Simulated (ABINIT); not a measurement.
Band structure of CaS (Fm-3m, 2 atoms in the cell).

```xyz
2
Lattice="0.0000 2.8450 2.8450 2.8450 0.0000 2.8450 2.8450 2.8450 0.0000" Properties=species:S:1:pos:R:3 pbc="T T T"
Ca     0.0000     0.0000     0.0000
S      2.8450     2.8450     2.8450
```

Computed with PBE, norm-conserving pseudopotentials (PseudoDojo nc-sr-05 PBE standard) (plane waves; ABINIT 10.0.3).

Settings: pseudos = [Ca.upf, S.upf]; ecut = 34 Ha; ixc = 11; occopt = 3; tsmear = 0.00073499 Ha; ngkpt = 10 10 10; nshiftk = 1; shiftk = 0 0 0; potentials = PseudoDojo nc-sr-05 PBE standard; kptopt = 1; nstep = 80; tolvrs1 = 1e-10; ndtset = 2.

The starting cell has typed, rounded lattice constants, without a prior relaxation at this level.

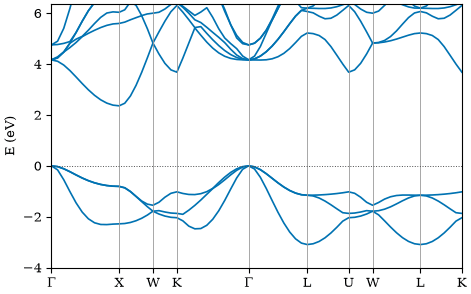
Figure: Bands along the path, energies from the top of the valence band on the SCF mesh.

Task: Read off roughly the gap and where its edges lie.

Result: The gap along the path is about 2.4 eV (computed: 2.36 eV), from Γ to X; the smallest direct gap on it is 3.17 eV.

Levels in eV from the top of the valence band on the SCF mesh, bands 5 to 12:
```
point       5      6      7      8     9    10    11    12
-----  ------  -----  -----  -----  ----  ----  ----  ----
Γ      -11.33   0.00   0.00   0.00  4.16  4.16  4.16  4.17
X      -10.70  -2.28  -0.81  -0.81  2.36  5.60  6.04  6.78
W      -10.59  -1.78  -1.78  -1.55  4.83  4.83  6.00  6.43
K      -10.60  -2.04  -1.87  -1.02  3.68  6.30  6.42  6.43
L      -10.52  -3.09  -1.16  -1.16  5.22  6.07  6.20  6.20
U      -10.60  -2.04  -1.87  -1.02  3.68  6.30  6.42  6.43
```
